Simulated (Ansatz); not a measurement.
## Electronic structure of C₅H₇BrF₂ in real space

Input

```
crystal:
  periodic: [false, false, false]
  atoms:
    - symbol: C
      position_ang: [1.346018, 0.129173, -1.020746]
    - symbol: C
      position_ang: [1.190979, -1.141546, -1.844199]
    - symbol: C
      position_ang: [-0.275378, -1.140036, -2.319349]
    - symbol: C
      position_ang: [-0.923580, 0.090395, -1.662461]
    - symbol: C
      position_ang: [0.223341, 1.065777, -1.472782]
    - symbol: Br
      position_ang: [0.704098, 1.934424, -3.147850]
    - symbol: F
      position_ang: [1.104018, -0.139887, 0.297115]
    - symbol: F
      position_ang: [2.574308, 0.666378, -1.081268]
    - symbol: H
      position_ang: [1.900183, -1.106193, -2.681574]
    - symbol: H
      position_ang: [1.451179, -2.003394, -1.214631]
    - symbol: H
      position_ang: [-0.316784, -1.043340, -3.413558]
    - symbol: H
      position_ang: [-0.806784, -2.064901, -2.056529]
    - symbol: H
      position_ang: [-1.758673, 0.514263, -2.235556]
    - symbol: H
      position_ang: [-1.299317, -0.164534, -0.657965]
    - symbol: H
      position_ang: [0.048985, 1.868244, -0.746138]
basis:
  gaussian:
    orbitals: def2-SVPD
hamiltonian:
  xc: {name: PBE0}
output: {forces: true, orbitals: {seedname: orbitals}}
```

Command:

```sh
ansatz run input.yaml --threads 4 --pin off --max-ram 7830MiB --events-out events.jsonl --progress --plain --runs-dir runs
```

Geometry: PBE0-D3(BJ)/def2-SVP.

All numbers below come from Ansatz, isolated molecule in a Gaussian basis; Kohn-Sham density functional theory, functional PBE0.

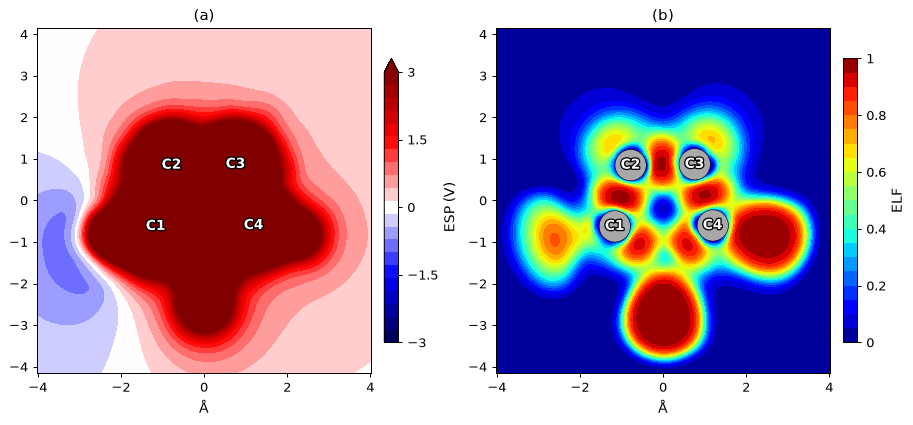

Figure 1. (a) electrostatic potential; (b) ELF on the plane of atoms C1, C2 and C3. Grey discs cover the atomic cores in the ELF map.

**What do the fields say about this system?**

- Atoms in the plane: C.
- C–C (1.52 Å): the ELF peaks at about 0.95 between the atoms; localised, covalent bonding.
- The ELF also peaks beside F8, away from the bonds: lone-pair regions.
- Outside the dense part of the molecule the potential is most negative (−0.9 V) near F8, which lies off the plane.

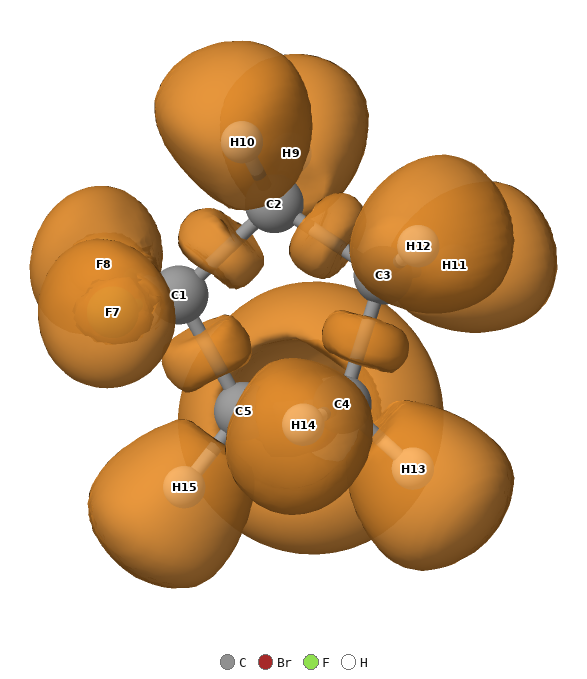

Figure 2. Isosurface of the ELF at 0.75 (orange), seen at a tilt. Core shells and regions of very low density are left out.

**What do the ELF domains correspond to?**

The ELF exceeds this value in one region between bonded Br–C atoms (shared pairs), five regions between bonded C–C atoms (shared pairs), seven regions around hydrogen nuclei, two regions on F in which the atom's valence shell and bonds are merged and one ring or bowl of non-bonding electrons around Br. Profiles from the grid: C–F (1.34 Å): the ELF peaks at about 0.85 between the atoms, as expected for a polar covalent bond.

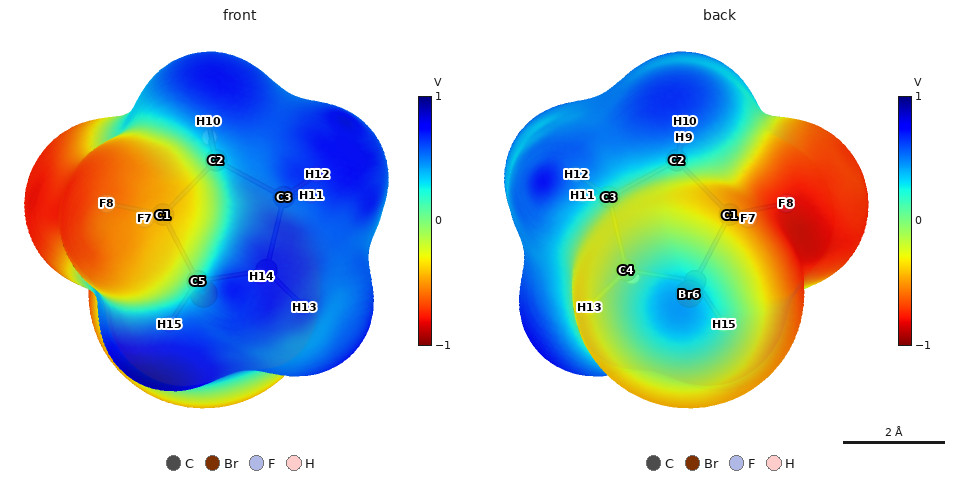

Figure 3. The electrostatic potential painted on the density surface at 0.001 e/bohr³, seen from the front and from behind; red is negative and blue positive.

**Where is the surface potential most negative and most positive?**

The most negative region (about −0.9 V) lies over Br6 and F8, the most positive (about +0.9 V) over H15. Br6 shows a σ-hole: about +0.4 V at the tip opposite its bond, against about −0.4 V on its flanks.

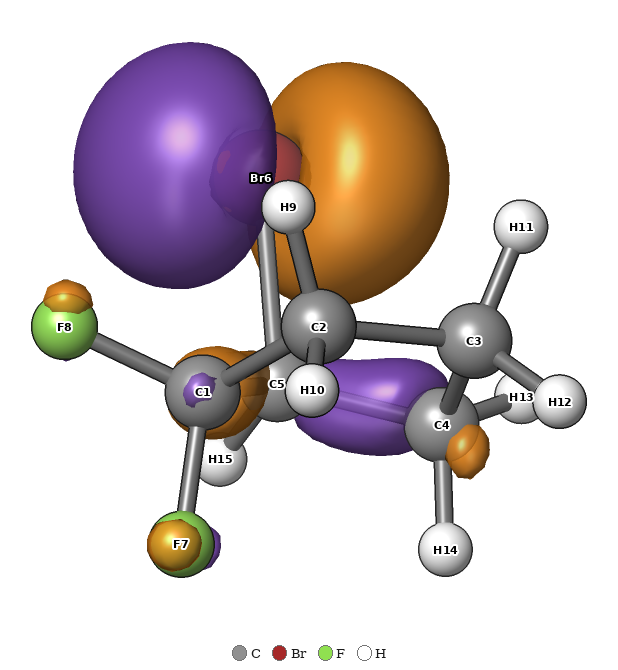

Figure 4. One frontier orbital at ±0.15 Å⁻³ᐟ² (orange and purple are the two phases), seen from one side.

**Which orbital is it: HOMO or LUMO?**

The HOMO, at −8.16 eV. By Hirshfeld shares it lies mainly on Br6 (about 80 %); largely a lone pair of Br6.
